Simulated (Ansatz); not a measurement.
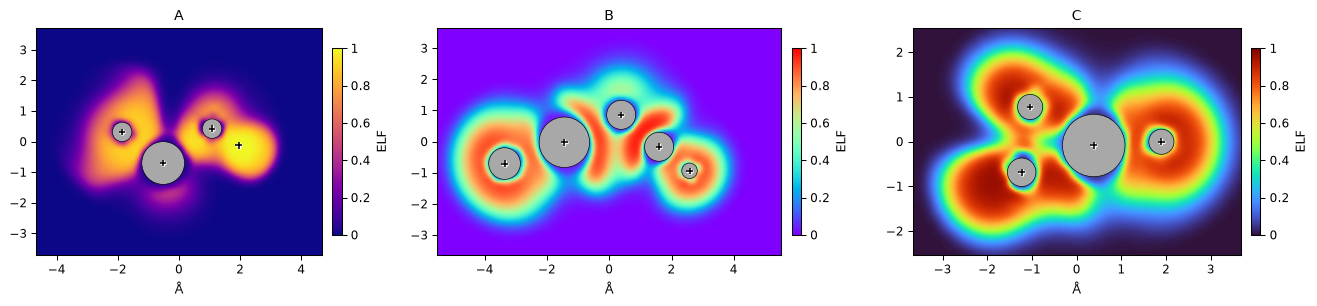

The ELF of 3 systems, each on a plane through atoms (crosses mark nuclei in the plane; grey discs cover the cores).

Computed with isolated molecule in a Gaussian basis; Kohn-Sham density functional theory, functional PBE0 in Ansatz 0.2.0.

System 1: AlB2ClFH2 (SMILES F[B+][BH2-][Al+][Cl]) (charge +1), the plane of atoms B3, Al1 and Cl4. Geometry: r2SCAN-D4/def2-SVP.

```json
{"atom": "Al", "x (Å)": "0.0263", "y (Å)": "-0.2000", "z (Å)": "-1.3349"}
{"atom": "B", "x (Å)": "-1.7948", "y (Å)": "0.3576", "z (Å)": "1.0410"}
{"atom": "B", "x (Å)": "-0.7229", "y (Å)": "-0.6797", "z (Å)": "0.4857"}
{"atom": "Cl", "x (Å)": "0.9022", "y (Å)": "0.0990", "z (Å)": "-3.1520"}
{"atom": "F", "x (Å)": "-2.6382", "y (Å)": "1.1482", "z (Å)": "1.5084"}
{"atom": "H", "x (Å)": "-1.2559", "y (Å)": "-1.7575", "z (Å)": "0.2901"}
{"atom": "H", "x (Å)": "0.2634", "y (Å)": "-0.6747", "z (Å)": "1.2005"}
```

System 2: NO2Si (doublet), the molecular plane. Geometry: PBE0-D3(BJ)/def2-SVP.

```xyz
4

N     0.0139    1.6466    1.1495
O     0.3199    0.2086    1.2366
O    -0.4702    0.2633   -1.6951
Si   -0.1773    0.6972   -0.2721
```

System 3: H7N2Si (charge +1), the plane of atoms N1, Si3 and N2. Geometry: B3LYP-D3(BJ)/def2-SVP.

| atom | x (Å) | y (Å) | z (Å) |
| --- | --- | --- | --- |
| N | -0.5827 | -2.3494 | -0.4490 |
| N | -0.0312 | 0.4938 | -0.9805 |
| Si | 0.7417 | -0.9109 | -0.4654 |
| H | -0.9905 | -2.5059 | -1.3809 |
| H | -1.3693 | -2.1395 | 0.1807 |
| H | -0.1881 | -3.2501 | -0.1419 |
| H | -0.0167 | 0.8197 | -1.9436 |
| H | -0.4033 | 1.1936 | -0.3435 |
| H | 1.1096 | -0.9218 | 0.9620 |
| H | 1.6900 | -1.4828 | -1.4384 |

### Match each panel to its system.

Panel A is system 3, H7N2Si: the plane holds N, Si and H. Si–N (1.68 Å): the ELF peaks at about 0.90 between the atoms: a polar covalent bond. Panel B is system 1, AlB2ClFH2: the plane holds Al, B, Cl and F. B–F (1.25 Å): the ELF peaks at about 0.85 between the atoms (a polar covalent bond). Panel C is system 2, NO2Si: the plane holds N, O and Si. N–O (1.47 Å): the ELF peaks at about 0.80 between the atoms (a covalent bond).
